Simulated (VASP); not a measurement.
# LaC2 with LDA: from relaxation to properties, part 2 of 5

What structure does LaC2 take at this level, and what are its properties? The start is a cell from a database of measured crystal structures.

VASP 6.6.1; LDA; plane waves and PAW (La, C).

Still holding for the runs below: This run has no spin polarisation. Its electron count is odd, so without a moment it is a metal by construction.

So far. Step 2 (Full relaxation (LDA)): It ends with a largest force of 0.003 eV/Å and a pressure of -0.01 GPa. The volume lies -4.8 % from that of the database's start, which holds the thermal and zero-point expansion of its experiment. LDA is known to overbind. Step 3 (Second relaxation): It ends with a largest force of 0.001 eV/Å and a pressure of 0.00 GPa. The volume moved by under 0.01 %: the run met its threshold at the first step.

**4. Density, ELF and potential (LDA)**

The relaxed cell gets a fresh self-consistent run, on a basis set for its own volume, to fix the density and to check the remaining stress.

Input file INCAR:

```
SYSTEM = LaC2
PREC = Accurate
ENCUT = 520
EDIFF = 1E-06
NELM = 100
ISMEAR = 0
SIGMA = 0.05
LREAL = .FALSE.
ALGO = Normal
GGA = CA
NBANDS = 15
LASPH = .TRUE.
LORBIT = 11
LWAVE = .FALSE.
LCHARG = .TRUE.
ISIF = 2
LELF = .TRUE.
LVHAR = .TRUE.
```

Input file POSCAR:

```
LaC2
1.0
   -1.9302297104      1.9302297104      3.2468867917
    1.9302297104     -1.9302297104      3.2468867917
    1.9302297104      1.9302297104     -3.2468867917
La C
1 2
Direct
    0.0000000000      0.0000000000      0.0000000000
    0.4009451034      0.4009451034      0.0000000000
    0.5990548966      0.5990548966      0.0000000000
```

Input file KPOINTS:

```
Automatic mesh
0
Gamma
8 8 8
0 0 0
```

Potentials, in the order of the species: La and C (LDA family, release 64).

Run with:

```sh
> mpirun -np 2 vasp_std
```

What it wrote:

```text
[banner, memory and clock lines left out]
running    2 mpi-ranks, on    1 nodes
 distrk:  each k-point on    2 cores,    1 groups
 distr:  one band on    1 cores,    2 groups

 POSCAR found type information on POSCAR LaC
 POSCAR found :  2 types and       3 ions
 LDA part: xc-table for (Slater(with rela. corr.)+CA(PZ))
 , standard interpolation
|                                                                             |
|           W    W    AA    RRRRR   N    N  II  N    N   GGGG   !!!           |
|           W    W   A  A   R    R  NN   N  II  NN   N  G    G  !!!           |
|           W    W  A    A  R    R  N N  N  II  N N  N  G       !!!           |
|           W WW W  AAAAAA  RRRRR   N  N N  II  N  N N  G  GGG   !            |
|           WW  WW  A    A  R   R   N   NN  II  N   NN  G    G                |
|           W    W  A    A  R    R  N    N  II  N    N   GGGG   !!!           |
|                                                                             |
|     The number of bands has been changed from the values supplied in        |
|     The orbitals not found in the WAVECAR file will be initialized with     |
|     random numbers, which is usually adequate. For correlated               |
|     calculations, however, you should redo the groundstate calculation.     |
|     I found NBANDS = 15. Now, NBANDS = 16.                                  |
|                                                                             |

 POSCAR, INCAR and KPOINTS ok, starting setup
 FFT: planning ... GRIDC
 FFT: planning ... GRID_SOFT
 FFT: planning ... GRID
 WAVECAR not read
 entering main loop
       N       E                     dE             d eps       ncg     rms          rms(c)
DAV:   1     0.149319778140E+03    0.14932E+03   -0.71503E+03  1928   0.162E+03
DAV:   2    -0.336574870876E+01   -0.15269E+03   -0.14012E+03  2360   0.241E+02
DAV:   3    -0.278278427298E+02   -0.24462E+02   -0.23185E+02  3008   0.116E+02
DAV:   4    -0.289001744087E+02   -0.10723E+01   -0.10700E+01  2856   0.268E+01
DAV:   5    -0.289654402029E+02   -0.65266E-01   -0.65260E-01  2936   0.538E+00    0.853E+00
DAV:   6    -0.262506531548E+02    0.27148E+01   -0.10774E+01  2968   0.185E+01    0.385E+00
DAV:   7    -0.261651496432E+02    0.85504E-01   -0.10216E+00  2792   0.622E+00    0.206E+00
DAV:   8    -0.261433647064E+02    0.21785E-01   -0.19026E-01  3376   0.430E+00    0.434E-01
DAV:   9    -0.261392619962E+02    0.41027E-02   -0.24581E-02  3288   0.126E+00    0.146E-01
DAV:  10    -0.261391243807E+02    0.13762E-03   -0.22704E-03  3256   0.422E-01    0.377E-02
DAV:  11    -0.261391343820E+02   -0.10001E-04   -0.10596E-04  2464   0.713E-02    0.224E-02
DAV:  12    -0.261391370729E+02   -0.26909E-05   -0.27959E-05  3528   0.489E-02    0.492E-03
DAV:  13    -0.261391368181E+02    0.25479E-06   -0.28913E-06  2640   0.130E-02
   1 F= -.26139137E+02 E0= -.26138553E+02  d E =-.116765E-02
```

The job ended after 14 s (2 MPI ranks of Intel Xeon Platinum 8488C (Sapphire Rapids), shared host; peak memory 0.32 GiB).

OUTCAR, selected parts (step 4):

```text
The static configuration has the point symmetry D_4h.

 Found     59 irreducible k-points:

   k-points           NKPTS =     59   k-points in BZ     NKDIM =     59   number of bands    NBANDS=     16

   NELECT =      19.0000    total number of electrons

 E-fermi :   7.4886

 k-point     1 :       0.0000    0.0000    0.0000
  band No.  band energies     occupation
    ...
      7       2.8195      2.00000
      8       4.3851      2.00000
      9       4.3851      2.00000
     10       7.4220      1.94034
     11       7.4220      1.94034
     12       8.0630      0.00000
     13       9.5438      0.00000
     14      10.2270      0.00000
     15      10.3029      0.00000
     16      10.3029      0.00000

 k-point     2 :       0.1250    0.0000    0.0000
  band No.  band energies     occupation
    ...
      6       2.1038      2.00000
      7       3.4123      2.00000
      8       4.1077      2.00000
      9       4.1311      2.00000
     10       7.4810      1.16838
     11       7.6390      0.00002
     12       8.3100      0.00000
     13       9.7417      0.00000
     14      10.2367      0.00000
     15      10.2782      0.00000
    ...

  Total        0.0001515      0.0001515     -0.0052521      0.0000000      0.0000000      0.0000000
  in kB        0.0050174      0.0050174     -0.1738981      0.0000000      0.0000000      0.0000000
  external PRESSURE =      -0.0546211 kB  Pullay stress =       0.0000000 kB

 POSITION                                       TOTAL-FORCE (eV/Angst)
 -----------------------------------------------------------------------------------
      0.00000      0.00000      0.00000         0.000000      0.000000     -0.000000
      0.00000      0.00000      2.60365        -0.000000     -0.000000      0.000978
      0.00000      0.00000      3.89013         0.000000      0.000000     -0.000978
 -----------------------------------------------------------------------------------
    total drift:                                0.000000      0.000000      0.000000

  FREE ENERGIE OF THE ION-ELECTRON SYSTEM (eV)
  ---------------------------------------------------
  free  energy   TOTEN  =       -26.1391368181 eV

  energy  without entropy=      -26.1379691697  energy(sigma->0) =      -26.13855299

[... 8 parts as in an earlier step ...]

[... 5 further parts left out ...]
```

This step gave:

| Item | Value |
| --- | --- |
| electronic steps | 13 |
| bands | 16 |
| pressure | -0.005462 GPa |

Valence electrons inside each PAW sphere by angular momentum. Sphere charges, by row:

```
atom  s (e)  p (e)  d (e)  f (e)  tot (e)
 La1   2.03  5.679  0.686   0.18    8.575
  C2  0.914  1.593      0      0    2.507
  C3  0.914  1.593      0      0    2.507
```

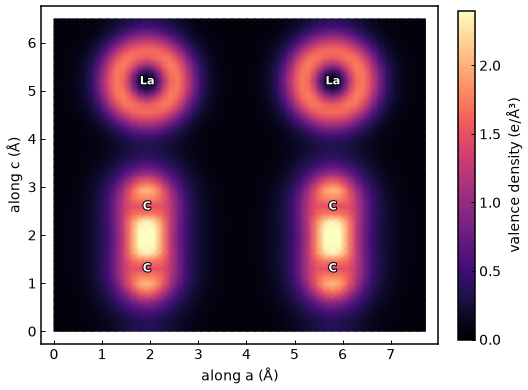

Valence density in the ac plane of the conventional cell at fractional y = 0.000, with atoms of La and C within 0.2 Å of it. It is the smooth field of the valence electrons, not physical close to the nuclei. The map starts off the cell's origin, so that atoms lie inside it.

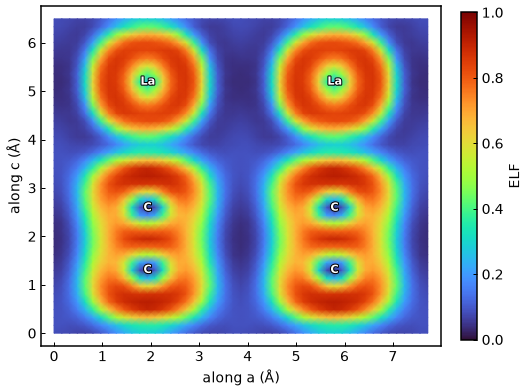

ELF in the ac plane of the conventional cell at fractional y = 0.000, with atoms of La and C within 0.2 Å of it. It is the smooth field of the valence electrons, not physical close to the nuclei. The map starts off the cell's origin, so that atoms lie inside it.

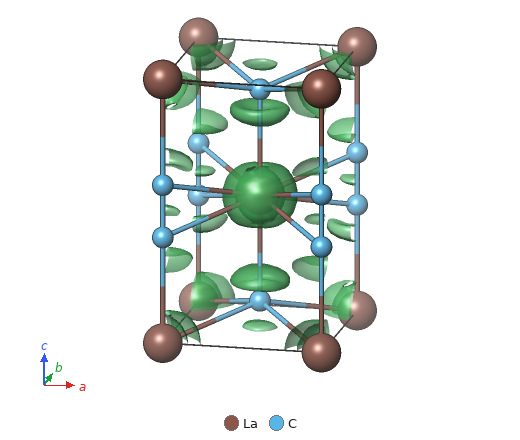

Surface of ELF = 0.84.

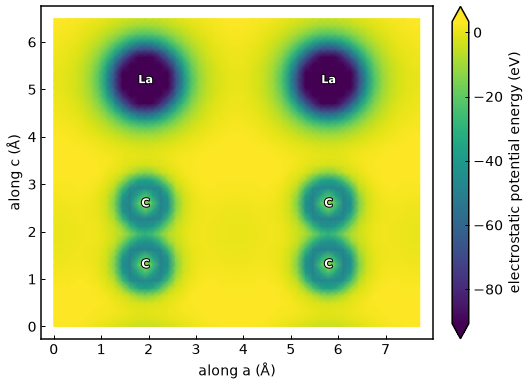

Electrostatic potential energy in the ac plane of the conventional cell at fractional y = 0.000, with atoms of La and C within 0.2 Å of it. With pseudopotentials it is smooth inside the atoms' cores, unlike the true potential. The map starts off the cell's origin, so that atoms lie inside it.

In this run the pressure is -0.01 GPa, small enough to go on.

**5. Band structure (LDA)**

The mesh alone shows little of the dispersion and can miss band extrema, so KPOINTS_OPT adds a path through the symmetry points after the self-consistent cycle.

Input file INCAR:

```
SYSTEM = LaC2
PREC = Accurate
ENCUT = 520
EDIFF = 1E-06
NELM = 100
ISMEAR = 0
SIGMA = 0.05
LREAL = .FALSE.
ALGO = Normal
GGA = CA
NBANDS = 22
LASPH = .TRUE.
LORBIT = 11
LWAVE = .FALSE.
LCHARG = .FALSE.
KPAR = 2
```

POSCAR is that of step 4.

KPOINTS is that of step 4.

Input file KPOINTS_OPT:

```
Line mode
16
Line-mode
Reciprocal
  0.00000000   0.00000000   0.00000000 GAMMA
  0.00000000   0.00000000   0.50000000 X

  0.00000000   0.00000000   0.50000000 X
 -0.17670698   0.17670698   0.50000000 Y

 -0.17670698   0.17670698   0.50000000 Y
 -0.33835349   0.33835349   0.33835349 S

 -0.33835349   0.33835349   0.33835349 S
  0.00000000   0.00000000   0.00000000 GAMMA

  0.00000000   0.00000000   0.00000000 GAMMA
  0.50000000   0.50000000  -0.50000000 Z

  0.50000000   0.50000000  -0.50000000 Z
  0.33835349   0.66164651  -0.33835349 S1

  0.33835349   0.66164651  -0.33835349 S1
  0.00000000   0.50000000   0.00000000 N

  0.00000000   0.50000000   0.00000000 N
  0.25000000   0.25000000   0.25000000 P

  0.25000000   0.25000000   0.25000000 P
  0.50000000   0.50000000  -0.17670698 Y1

  0.50000000   0.50000000  -0.17670698 Y1
  0.50000000   0.50000000  -0.50000000 Z

  0.00000000   0.00000000   0.50000000 X
  0.25000000   0.25000000   0.25000000 P
```

Run with:

```sh
> mpirun -np 2 vasp_std
```

What it wrote:

```text
[... set-up lines as in an earlier step ...]
 entering main loop
       N       E                     dE             d eps       ncg     rms          rms(c)
DAV:   1     0.128830005583E+03    0.12883E+03   -0.71395E+03  3056   0.118E+03
DAV:   2    -0.109659958223E+02   -0.13980E+03   -0.11417E+03  2878   0.208E+02
DAV:   3    -0.276561437157E+02   -0.16690E+02   -0.16072E+02  3414   0.806E+01
DAV:   4    -0.289459454082E+02   -0.12898E+01   -0.12861E+01  4190   0.206E+01
DAV:   5    -0.289685484989E+02   -0.22603E-01   -0.22568E-01  3614   0.221E+00    0.852E+00
DAV:   6    -0.262535600232E+02    0.27150E+01   -0.68529E+00  4106   0.133E+01    0.389E+00
DAV:   7    -0.261629699764E+02    0.90590E-01   -0.89938E-01  3630   0.438E+00    0.205E+00
DAV:   8    -0.261416748836E+02    0.21295E-01   -0.10831E-01  4120   0.287E+00    0.430E-01
DAV:   9    -0.261393258614E+02    0.23490E-02   -0.13321E-02  4352   0.889E-01    0.117E-01
DAV:  10    -0.261391198042E+02    0.20606E-03   -0.16661E-03  3802   0.220E-01    0.377E-02
DAV:  11    -0.261391357475E+02   -0.15943E-04   -0.16124E-04  4002   0.746E-02    0.278E-02
DAV:  12    -0.261391375179E+02   -0.17705E-05   -0.10666E-05  3802   0.289E-02    0.853E-03
DAV:  13    -0.261391368450E+02    0.67290E-06   -0.23155E-06  3400   0.157E-02
   1 F= -.26139137E+02 E0= -.26138553E+02  d E =-.116734E-02
 Start KPOINTS_OPT (optional k-point list driver)
k-point batch [1-59\176]
       N       E                     dE             ncg
DAV:   1     0.348744981241E+04   -0.28797E+05     3014
DAV:   2    -0.390464840411E+04   -0.73921E+04     2836
DAV:   3    -0.479383859603E+04   -0.88919E+03     3360
DAV:   4    -0.486276254139E+04   -0.68924E+02     4268
DAV:   5    -0.486399178242E+04   -0.12292E+01     3504
DAV:   6    -0.486405784293E+04   -0.66061E-01     4392
DAV:   7    -0.486405885739E+04   -0.10145E-02     3520
DAV:   8    -0.486405892013E+04   -0.62742E-04     3876
DAV:   9    -0.486405892261E+04   -0.24851E-05     2294
DAV:  10    -0.486405892288E+04   -0.27096E-06     2266
[...]
k-point batch [119-176\176]
       N       E                     dE             ncg
DAV:   1     0.404046372500E+04   -0.35803E+05     2882
DAV:   2    -0.308166221641E+04   -0.71221E+04     2710
DAV:   3    -0.400882445632E+04   -0.92716E+03     3432
DAV:   4    -0.407793427569E+04   -0.69110E+02     4208
DAV:   5    -0.407916399053E+04   -0.12297E+01     3512
DAV:   6    -0.407924896651E+04   -0.84976E-01     4316
DAV:   7    -0.407925004409E+04   -0.10776E-02     3492
DAV:   8    -0.407925011753E+04   -0.73437E-04     3838
DAV:   9    -0.407925011843E+04   -0.89813E-06     2282
```

The job ended after 40 s (2 MPI ranks; peak memory 0.46 GiB; 78 s of CPU time).

From OUTCAR (step 5):

```text
   k-points           NKPTS =     59   k-points in BZ     NKDIM =     59   number of bands    NBANDS=     22

   NELECT =      19.0000    total number of electrons

 E-fermi :   7.4885

 k-point     1 :       0.0000    0.0000    0.0000
  band No.  band energies     occupation
    ...
      7       2.8193      2.00000
      8       4.3849      2.00000
      9       4.3849      2.00000
     10       7.4219      1.94039
     11       7.4219      1.94039
     12       8.0630      0.00000
     13       9.5437      0.00000
     14      10.2269      0.00000
     15      10.3027      0.00000
     16      10.3027      0.00000
    ...

  Total        0.0022878      0.0022878     -0.0043210      0.0000000      0.0000000      0.0000000
  in kB        0.0757497      0.0757497     -0.1430687      0.0000000      0.0000000      0.0000000
  external PRESSURE =       0.0028103 kB  Pullay stress =       0.0000000 kB

 POSITION                                       TOTAL-FORCE (eV/Angst)
 -----------------------------------------------------------------------------------
      0.00000      0.00000      0.00000         0.000000      0.000000     -0.000000
      0.00000      0.00000      2.60365        -0.000000     -0.000000      0.001515
      0.00000      0.00000      3.89013         0.000000      0.000000     -0.001515
 -----------------------------------------------------------------------------------
    total drift:                                0.000000      0.000000      0.000000

  FREE ENERGIE OF THE ION-ELECTRON SYSTEM (eV)
  ---------------------------------------------------
  free  energy   TOTEN  =       -26.1391368450 eV

  energy  without entropy=      -26.1379695031  energy(sigma->0) =      -26.13855317

[... 8 parts as in an earlier step ...]

[... 8 further parts left out ...]
```

Spin-orbit coupling is off here; with elements this heavy it splits and shifts levels by tenths of an eV or more.

Numbers from this step:

| Item | Value |
| --- | --- |
| bands | 22 |
| pressure | 2.81e-4 GPa |

The electronic bands at the labelled points (eV, zero at the Fermi level; # counts the bands kept, so #1 is VASP's band 6):

```
    point     #2     #3     #4     #5     #6    #7    #8    #9
        Γ  -4.67  -3.10  -3.10  -0.07  -0.07  0.57  2.06  2.74
        X  -3.39  -3.34  -2.90  -2.33   2.32  2.41  2.46  2.63
        Y  -4.25  -3.45  -3.06  -0.68   2.08  2.39  2.52  2.57
        S  -4.65  -4.22  -2.92   1.34   1.71  1.95  2.59  2.62
        Γ  -4.67  -3.10  -3.10  -0.07  -0.07  0.57  2.06  2.74
        Z  -3.26  -3.26  -2.55  -0.72   2.50  2.53  2.56  2.56
       S1  -4.65  -4.22  -2.92   1.34   1.71  1.95  2.59  2.62
        N  -4.93  -4.60  -2.05   1.14   1.61  2.21  2.67  2.70
        P  -3.36  -3.36  -2.03  -0.22  -0.22  2.43  2.43  2.75
       Y1  -4.25  -3.45  -3.06  -0.68   2.08  2.39  2.52  2.57
        Z  -3.26  -3.26  -2.55  -0.72   2.50  2.53  2.56  2.56
jump to X  -3.39  -3.34  -2.90  -2.33   2.32  2.41  2.46  2.63
        P  -3.36  -3.36  -2.03  -0.22  -0.22  2.43  2.43  2.75
```

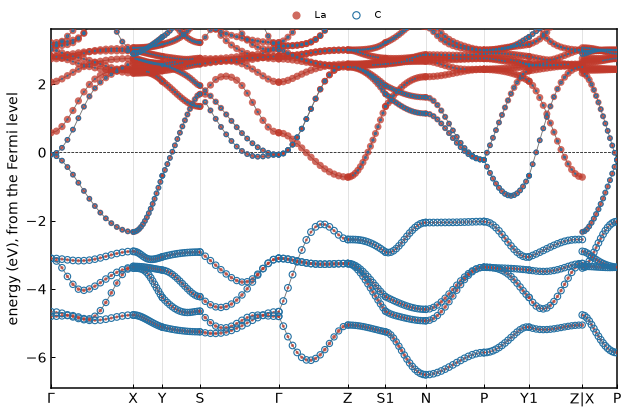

Electronic bands along the path; dots are coloured as in the legend, and their area grows with the weight.

There is no gap at this level.

(Continued in part 3 of 5.)

[Lines on the potential files, build, host, timing and source positions are cut from VASP's logs without a mark.]

[Logs are printed without paths, hosts, clocks, repeated set-up lines and the standing remarks that a program may print on its own settings, such as how far it seeks lower states.]

[Hosts, paths, dates, database ids (printed as entryN), source tags and the programs' standing remarks are cut or masked in the printed files.]

[A measured line is paired with the nearest computed mode of its activity, which favours agreement.]
